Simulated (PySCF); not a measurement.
# Single-point calculation, with input and output: SiH (charge −1)

System: SiH, charge −1, multiplicity 3.
Method: UHF/def2-tzvpp (PySCF 2.14.0).

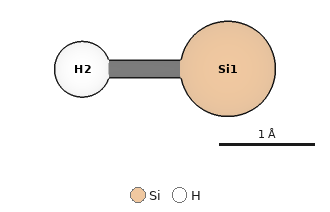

Figure 1. The structure (ball-and-stick view, seen on its broad side; atoms are numbered from 1 in the order of the input). Bond lengths as drawn: H–Si 1.53 Å.

**Results in brief**

| quantity | value |
| --- | --- |
| outcome | converged |
| SCF energy | −289.508979 hartree |
| ⟨S²⟩ | 2.038 |
| hardware | 1 CPU thread, shared host |
| wall time | 1.5 s |

**Remarks**

Notes on the run: PCM is an experimental feature.

**The input**
```python
from pyscf import gto, scf, solvent

mol = gto.M(
    atom='Si 0 0 0; H 0 0 1.535',
    basis='def2-tzvpp',
    charge=-1,
    spin=2,
    verbose=4,
)
mf = scf.UHF(mol)
mf = solvent.PCM(mf)
mf.with_solvent.eps = 2.27
mf.kernel()
mf.analyze()
print('orbital energies (hartree):', [e[max(0, n-3):n+3].round(4) for e, n in zip(mf.mo_energy, mol.nelec)])
```

Run as:
```bash
OMP_NUM_THREADS=1 python input.py
```

**Output**
```
PySCF version 2.14.0

[INPUT] verbose = 4
[INPUT] num. atoms = 2
[INPUT] num. electrons = 16
[INPUT] charge = -1
[INPUT] spin (= nelec alpha-beta = 2S) = 2
[INPUT] symmetry False subgroup None
[INPUT] Mole.unit = angstrom
[INPUT] Symbol           X                Y                Z      unit          X                Y                Z       unit  Magmom
[INPUT]  1 Si     0.000000000000   0.000000000000   0.000000000000 AA    0.000000000000   0.000000000000   0.000000000000 Bohr   0.0
[INPUT]  2 H      0.000000000000   0.000000000000   1.535000000000 AA    0.000000000000   0.000000000000   2.900729601207 Bohr   0.0

nuclear repulsion = 4.82637195627362
number of shells = 20
number of NR pGTOs = 79
number of NR cGTOs = 56
basis = def2-tzvpp
ecp = {}

******** <class 'pyscf.solvent._attach_solvent.PCMUHF'> ********
method = PCMUHF
initial guess = minao
damping factor = 0
level_shift factor = 0
DIIS = <class 'pyscf.scf.diis.CDIIS'>
diis_start_cycle = 1
diis_space = 8
diis_damp = 0
SCF conv_tol = 1e-09
SCF conv_tol_grad = None
SCF max_cycles = 50
direct_scf = True
direct_scf_tol = 1e-13
number electrons alpha = 9  beta = 7
******** <class 'pyscf.solvent.pcm.PCM'> (In testing) ********

WARN: PCM is an experimental feature. It is still in testing.
Features and APIs may be changed in the future.

lebedev_order = 29 (302 grids per sphere)
eps = 2.27
frozen = False
Set gradient conv threshold to 3.16228e-05
PCM E_diel = -4.34611807180962e-05
Solvent Energy = -4.34611807180962e-05
init E= -289.131210559987
  alpha nocc = 9  HOMO = -0.0617744841485233  LUMO = 0.134379058422104
  beta  nocc = 7  HOMO = -0.25050259017892  LUMO = -0.0617744841485375

WARN: HOMO -0.0617744841485233 >= LUMO -0.0617744841485375

PCM E_diel = -0.0535046673519553
Solvent Energy = -0.0535046673519553
cycle= 1 E= -289.494792441077  delta_E= -0.364  |g|= 0.0962  |ddm|= 0.875
  alpha nocc = 9  HOMO = -0.13596437467161  LUMO = 0.268616943579612
  beta  nocc = 7  HOMO = -0.190476000845319  LUMO = 0.179246713063356
  HOMO = -0.135964374672  LUMO = 0.179246713063  gap/eV = 8.57733
PCM E_diel = -0.0530530970512609
Solvent Energy = -0.0530530970512609
cycle= 2 E= -289.506239000649  delta_E= -0.0114  |g|= 0.0335  |ddm|= 0.257
  alpha nocc = 9  HOMO = -0.154903175343195  LUMO = 0.26325150388918
  beta  nocc = 7  HOMO = -0.214389144582183  LUMO = 0.170331132980007
  HOMO = -0.154903175343  LUMO = 0.17033113298  gap/eV = 8.85008
PCM E_diel = -0.0531910342179568
Solvent Energy = -0.0531910342179568
cycle= 3 E= -289.508350078711  delta_E= -0.00211  |g|= 0.0139  |ddm|= 0.0881
  alpha nocc = 9  HOMO = -0.153320279857229  LUMO = 0.26612868202745
  beta  nocc = 7  HOMO = -0.212023892990947  LUMO = 0.175309977214396
  HOMO = -0.153320279857  LUMO = 0.175309977214  gap/eV = 8.94248
PCM E_diel = -0.0532473416122574
Solvent Energy = -0.0532473416122574
cycle= 4 E= -289.508805255585  delta_E= -0.000455  |g|= 0.00649  |ddm|= 0.0445
  alpha nocc = 9  HOMO = -0.154185861815723  LUMO = 0.266669195854428
  beta  nocc = 7  HOMO = -0.213144696938794  LUMO = 0.17623610455974
  HOMO = -0.154185861816  LUMO = 0.17623610456  gap/eV = 8.99124
PCM E_diel = -0.0532817988470734
Solvent Energy = -0.0532817988470734
cycle= 5 E= -289.508933564531  delta_E= -0.000128  |g|= 0.00298  |ddm|= 0.027
  alpha nocc = 9  HOMO = -0.154615330214216  LUMO = 0.266843600606066
  beta  nocc = 7  HOMO = -0.2138422833806  LUMO = 0.176460640250387
  HOMO = -0.154615330214  LUMO = 0.17646064025  gap/eV = 9.00904
PCM E_diel = -0.0532923282001278
Solvent Energy = -0.0532923282001278
cycle= 6 E= -289.508969374291  delta_E= -3.58e-05  |g|= 0.00139  |ddm|= 0.0178
  alpha nocc = 9  HOMO = -0.15472971268511  LUMO = 0.266942835077597
  beta  nocc = 7  HOMO = -0.214035002149963  LUMO = 0.17644059865051
  HOMO = -0.154729712685  LUMO = 0.176440598651  gap/eV = 9.01160
PCM E_diel = -0.0532911980980746
Solvent Energy = -0.0532911980980746
cycle= 7 E= -289.508977526967  delta_E= -8.15e-06  |g|= 0.000593  |ddm|= 0.00902
  alpha nocc = 9  HOMO = -0.154743614096723  LUMO = 0.267018301468635
  beta  nocc = 7  HOMO = -0.213975789132615  LUMO = 0.176477661094388
  HOMO = -0.154743614097  LUMO = 0.176477661094  gap/eV = 9.01299
PCM E_diel = -0.053292219250101
Solvent Energy = -0.053292219250101
cycle= 8 E= -289.508978938735  delta_E= -1.41e-06  |g|= 0.000141  |ddm|= 0.00417
  alpha nocc = 9  HOMO = -0.154733569675516  LUMO = 0.267034384450671
  beta  nocc = 7  HOMO = -0.213931000877251  LUMO = 0.176488150317222
  HOMO = -0.154733569676  LUMO = 0.176488150317  gap/eV = 9.01300
PCM E_diel = -0.0532925803636308
Solvent Energy = -0.0532925803636308
cycle= 9 E= -289.508979003994  delta_E= -6.53e-08  |g|= 3.62e-05  |ddm|= 0.000725
  alpha nocc = 9  HOMO = -0.154735792379208  LUMO = 0.267032127750769
  beta  nocc = 7  HOMO = -0.213929426601698  LUMO = 0.176483217802116
  HOMO = -0.154735792379  LUMO = 0.176483217802  gap/eV = 9.01293
PCM E_diel = -0.0532925478492761
Solvent Energy = -0.0532925478492761
cycle= 10 E= -289.508979008072  delta_E= -4.08e-09  |g|= 7.2e-06  |ddm|= 0.00017
  alpha nocc = 9  HOMO = -0.154736058577888  LUMO = 0.267031625124275
  beta  nocc = 7  HOMO = -0.213930875720749  LUMO = 0.176482131652771
  HOMO = -0.154736058578  LUMO = 0.176482131653  gap/eV = 9.01291
PCM E_diel = -0.0532925222108138
Solvent Energy = -0.0532925222108138
cycle= 11 E= -289.508979008212  delta_E= -1.4e-10  |g|= 2.03e-06  |ddm|= 3.97e-05
  alpha nocc = 9  HOMO = -0.154735869851195  LUMO = 0.267031798751274
  beta  nocc = 7  HOMO = -0.213930981635832  LUMO = 0.176482273346764
  HOMO = -0.154735869851  LUMO = 0.176482273347  gap/eV = 9.01290
```

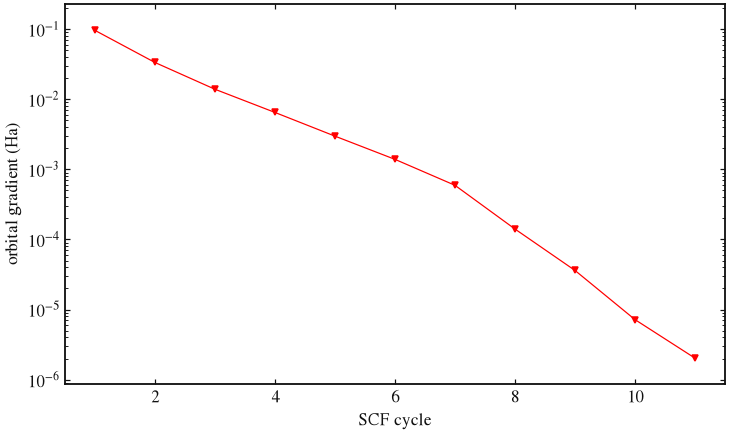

Figure 2. Convergence of the self-consistent field: orbital gradient against the SCF cycle. The residual falls at every step.

```
PCM E_diel = -0.0532925221422552
Solvent Energy = -0.0532925221422552
Extra cycle  E= -289.508979008221  delta_E= -8.64e-12  |g|= 1.07e-06  |ddm|= 8.04e-06
converged SCF energy = -289.508979008221  <S^2> = 2.0383999  2S+1 = 3.0254916
**** SCF Summaries ****
Total Energy =                        -289.508979008220820
Nuclear Repulsion Energy =               4.826371956273617
One-electron Energy =                 -414.976671091489266
Two-electron Energy =                  120.694612649137142
Two-electron Coulomb Energy =          141.543697840661480
DFT Exchange-Correlation Energy =      -20.849085191524338
HOMO-LUMO gap [eV] =                     9.012904751387312
**** MO energy ****
                             alpha | beta                alpha | beta
MO #1   energy= -68.6267217702639  | -68.618463834469   occ= 1 | 1
MO #2   energy= -5.9745021494547   | -5.96525411947465  occ= 1 | 1
MO #3   energy= -4.08408279027128  | -4.07083127588462  occ= 1 | 1
MO #4   energy= -4.08408279027127  | -4.06112823298205  occ= 1 | 1
MO #5   energy= -4.07402012052344  | -4.06112823298203  occ= 1 | 1
MO #6   energy= -0.530569129676657 | -0.437714806758434 occ= 1 | 1
MO #7   energy= -0.256300843277055 | -0.213930981635832 occ= 1 | 1
MO #8   energy= -0.154735869851199 | 0.176482273346764  occ= 1 | 0
MO #9   energy= -0.154735869851195 | 0.176482273346769  occ= 1 | 0
MO #10  energy= 0.241727722573529  | 0.267031798751274  occ= 0 | 0
MO #11  energy= 0.36424166595118   | 0.37954231532879   occ= 0 | 0
MO #12  energy= 0.400123886200333  | 0.4713243751405    occ= 0 | 0
MO #13  energy= 0.40012388620035   | 0.480165748989458  occ= 0 | 0
MO #14  energy= 0.437715330684005  | 0.48016574898947   occ= 0 | 0
MO #15  energy= 0.437719261516245  | 0.506223481298823  occ= 0 | 0
MO #16  energy= 0.44455340989128   | 0.506223481298828  occ= 0 | 0
MO #17  energy= 0.452882754855554  | 0.54490729718504   occ= 0 | 0
MO #18  energy= 0.452882754855558  | 0.544911244531087  occ= 0 | 0
MO #19  energy= 0.563956998138444  | 0.587369438443439  occ= 0 | 0
MO #20  energy= 0.771339715703176  | 0.794037963986868  occ= 0 | 0
MO #21  energy= 1.07334792355011   | 1.09263947316306   occ= 0 | 0
MO #22  energy= 1.07334792355013   | 1.09263947316308   occ= 0 | 0
MO #23  energy= 1.22675621322231   | 1.24254751939996   occ= 0 | 0
MO #24  energy= 1.29407804918526   | 1.32895205495186   occ= 0 | 0
MO #25  energy= 1.294080314671     | 1.32895205495188   occ= 0 | 0
MO #26  energy= 1.30506033110698   | 1.34448861532326   occ= 0 | 0
MO #27  energy= 1.305060331107     | 1.34449063183222   occ= 0 | 0
MO #28  energy= 1.3366644804707    | 1.38988272134557   occ= 0 | 0
MO #29  energy= 1.3366644804707    | 1.38988319258548   occ= 0 | 0
MO #30  energy= 1.34795781749494   | 1.40223717709584   occ= 0 | 0
MO #31  energy= 1.34795823007462   | 1.40223717709584   occ= 0 | 0
MO #32  energy= 1.51471404080286   | 1.5249925105282    occ= 0 | 0
MO #33  energy= 1.57632231076461   | 1.61113746869568   occ= 0 | 0
MO #34  energy= 1.57632231076462   | 1.61113746869569   occ= 0 | 0
MO #35  energy= 1.65715362936578   | 1.6872185545188    occ= 0 | 0
MO #36  energy= 1.6571536293658    | 1.68721855451884   occ= 0 | 0
MO #37  energy= 1.69737728693564   | 1.70481257344113   occ= 0 | 0
MO #38  energy= 1.88024660207588   | 1.88493016208685   occ= 0 | 0
MO #39  energy= 3.00857130777341   | 3.00899505317298   occ= 0 | 0
MO #40  energy= 3.69708418354405   | 3.70015484341757   occ= 0 | 0
MO #41  energy= 3.69709233403675   | 3.70016299093873   occ= 0 | 0
MO #42  energy= 3.8796656814679    | 3.88125559541012   occ= 0 | 0
MO #43  energy= 3.87966568146791   | 3.88125559541012   occ= 0 | 0
MO #44  energy= 4.15599042105417   | 4.15478367694927   occ= 0 | 0
MO #45  energy= 4.33926456659506   | 4.33933582160962   occ= 0 | 0
MO #46  energy= 4.33926456659507   | 4.33933582160962   occ= 0 | 0
MO #47  energy= 4.82423990819336   | 4.82503306320119   occ= 0 | 0
MO #48  energy= 4.90020650679239   | 4.91025081851311   occ= 0 | 0
MO #49  energy= 4.90020680039036   | 4.91025109722848   occ= 0 | 0
MO #50  energy= 5.02157927841293   | 5.02775010447347   occ= 0 | 0
MO #51  energy= 5.02157927841295   | 5.02775010447348   occ= 0 | 0
MO #52  energy= 5.26451251915653   | 5.27186374062765   occ= 0 | 0
MO #53  energy= 6.75072467754133   | 6.77156386852343   occ= 0 | 0
MO #54  energy= 6.75072467754139   | 6.77156386852349   occ= 0 | 0
MO #55  energy= 7.06310350078538   | 7.06697604342368   occ= 0 | 0
MO #56  energy= 10.9885310020223   | 11.000114832968    occ= 0 | 0

To work with the spin densities directly, `use mulliken_meta_spin()` only printing them here.

 ** Mulliken spin pop alpha/beta on meta-lowdin orthogonal AOs **
 ** Mulliken Spin Density (per AO)  **
spin_pop of  0 Si 1s       -0.00000
spin_pop of  0 Si 2s        0.00002
spin_pop of  0 Si 3s        0.07989
spin_pop of  0 Si 4s        0.00550
spin_pop of  0 Si 5s        0.00023
spin_pop of  0 Si 2px       0.00001
spin_pop of  0 Si 2py       0.00001
spin_pop of  0 Si 2pz       0.00000
spin_pop of  0 Si 3px       0.96937
spin_pop of  0 Si 3py       0.96937
spin_pop of  0 Si 3pz      -0.06816
spin_pop of  0 Si 4px       0.02905
spin_pop of  0 Si 4py       0.02905
spin_pop of  0 Si 4pz      -0.00321
spin_pop of  0 Si 5px       0.00086
spin_pop of  0 Si 5py       0.00086
spin_pop of  0 Si 5pz       0.00008
spin_pop of  0 Si 6px       0.00001
spin_pop of  0 Si 6py       0.00001
spin_pop of  0 Si 6pz       0.00000
spin_pop of  0 Si 3dxy      0.00000
spin_pop of  0 Si 3dyz      0.00037
spin_pop of  0 Si 3dz^2     0.00854
spin_pop of  0 Si 3dxz      0.00037
spin_pop of  0 Si 3dx2-y2    0.00000
spin_pop of  0 Si 4dxy      0.00000
spin_pop of  0 Si 4dyz      0.00000
spin_pop of  0 Si 4dz^2    -0.00006
spin_pop of  0 Si 4dxz      0.00000
spin_pop of  0 Si 4dx2-y2    0.00000
spin_pop of  0 Si 5dxy      0.00000
spin_pop of  0 Si 5dyz      0.00000
spin_pop of  0 Si 5dz^2    -0.00007
spin_pop of  0 Si 5dxz      0.00000
spin_pop of  0 Si 5dx2-y2    0.00000
spin_pop of  0 Si 4f-3      0.00000
spin_pop of  0 Si 4f-2      0.00000
spin_pop of  0 Si 4f-1      0.00007
spin_pop of  0 Si 4f+0      0.00016
spin_pop of  0 Si 4f+1      0.00007
spin_pop of  0 Si 4f+2      0.00000
spin_pop of  0 Si 4f+3      0.00000
spin_pop of  1 H 1s       -0.02396
spin_pop of  1 H 2s        0.00035
spin_pop of  1 H 3s        0.00110
spin_pop of  1 H 2px       0.00022
spin_pop of  1 H 2py       0.00022
spin_pop of  1 H 2pz      -0.00041
spin_pop of  1 H 3px       0.00000
spin_pop of  1 H 3py       0.00000
spin_pop of  1 H 3pz      -0.00004
spin_pop of  1 H 3dxy      0.00000
spin_pop of  1 H 3dyz      0.00003
spin_pop of  1 H 3dz^2     0.00004
spin_pop of  1 H 3dxz      0.00003
spin_pop of  1 H 3dx2-y2    0.00000
 ** Mulliken Spin Density (per atom)  **
spin density of  0 Si =      2.02242
spin density of  1 H =     -0.02242
 ** Mulliken pop alpha/beta on meta-lowdin orthogonal AOs **
 ** Mulliken pop       alpha | beta **
pop of  0 Si 1s        1.00000 | 1.00000
pop of  0 Si 2s        0.99998 | 0.99997
pop of  0 Si 3s        0.92274 | 0.84285
pop of  0 Si 4s        0.01193 | 0.00643
pop of  0 Si 5s        0.00032 | 0.00009
pop of  0 Si 2px       1.00000 | 0.99999
pop of  0 Si 2py       1.00000 | 0.99999
pop of  0 Si 2pz       1.00000 | 1.00000
pop of  0 Si 3px       0.96937 | 0.00000
pop of  0 Si 3py       0.96937 | 0.00000
pop of  0 Si 3pz       0.46705 | 0.53521
pop of  0 Si 4px       0.02905 | 0.00000
pop of  0 Si 4py       0.02905 | 0.00000
pop of  0 Si 4pz       0.00131 | 0.00452
pop of  0 Si 5px       0.00087 | 0.00000
pop of  0 Si 5py       0.00087 | 0.00000
pop of  0 Si 5pz       0.00067 | 0.00060
pop of  0 Si 6px       0.00001 | 0.00000
pop of  0 Si 6py       0.00001 | 0.00000
pop of  0 Si 6pz       0.00001 | 0.00001
pop of  0 Si 3dxy      0.00000 | 0.00000
pop of  0 Si 3dyz      0.00037 | 0.00000
pop of  0 Si 3dz^2     0.01388 | 0.00534
pop of  0 Si 3dxz      0.00037 | 0.00000
pop of  0 Si 3dx2-y2    0.00000 | 0.00000
pop of  0 Si 4dxy      0.00000 | 0.00000
pop of  0 Si 4dyz      0.00000 | 0.00000
pop of  0 Si 4dz^2     0.00017 | 0.00023
pop of  0 Si 4dxz      0.00000 | 0.00000
pop of  0 Si 4dx2-y2    0.00000 | 0.00000
pop of  0 Si 5dxy      0.00000 | 0.00000
pop of  0 Si 5dyz      0.00000 | 0.00000
pop of  0 Si 5dz^2     0.00009 | 0.00016
pop of  0 Si 5dxz      0.00000 | 0.00000
pop of  0 Si 5dx2-y2    0.00000 | 0.00000
pop of  0 Si 4f-3      0.00000 | 0.00000
pop of  0 Si 4f-2      0.00000 | 0.00000
pop of  0 Si 4f-1      0.00007 | 0.00000
pop of  0 Si 4f+0      0.00043 | 0.00027
pop of  0 Si 4f+1      0.00007 | 0.00000
pop of  0 Si 4f+2      0.00000 | 0.00000
pop of  0 Si 4f+3      0.00000 | 0.00000
pop of  1 H 1s        0.57737 | 0.60133
pop of  1 H 2s        0.00048 | 0.00013
pop of  1 H 3s        0.00172 | 0.00062
pop of  1 H 2px       0.00022 | 0.00000
pop of  1 H 2py       0.00022 | 0.00000
pop of  1 H 2pz       0.00151 | 0.00192
pop of  1 H 3px       0.00000 | 0.00000
pop of  1 H 3py       0.00000 | 0.00000
pop of  1 H 3pz       0.00007 | 0.00011
pop of  1 H 3dxy      0.00000 | 0.00000
pop of  1 H 3dyz      0.00003 | 0.00000
pop of  1 H 3dz^2     0.00025 | 0.00021
pop of  1 H 3dxz      0.00003 | 0.00000
pop of  1 H 3dx2-y2    0.00000 | 0.00000
In total             9.00000 | 7.00000
 ** Mulliken atomic charges   ( Nelec_alpha | Nelec_beta ) **
charge of  0Si =     -0.81376  (     8.41809      6.39567 )
charge of  1H =     -0.18624  (     0.58191      0.60433 )

WARN: System has nonzero charge -1; the dipole moment is origin-dependent.
Location of origin: [0. 0. 0.]

Dipole moment(X, Y, Z, Debye): -0.00000,  0.00000, -0.18048
orbital energies (hartree): [array([-0.2563, -0.1547, -0.1547,  0.2417,  0.3642,  0.4001]), array([-4.0611, -0.4377, -0.2139,  0.1765,  0.1765,  0.267 ])]
```

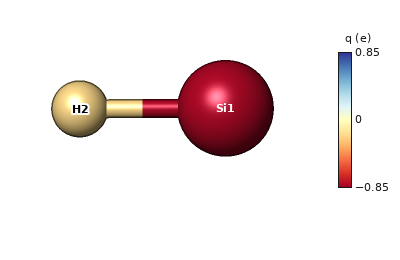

Figure 3. meta-Löwdin charges, as the colour of each atom (ball-and-stick view, seen on its broad side; atoms are numbered from 1 in the order of the input). By element: Si −0.81 and H −0.19 e.
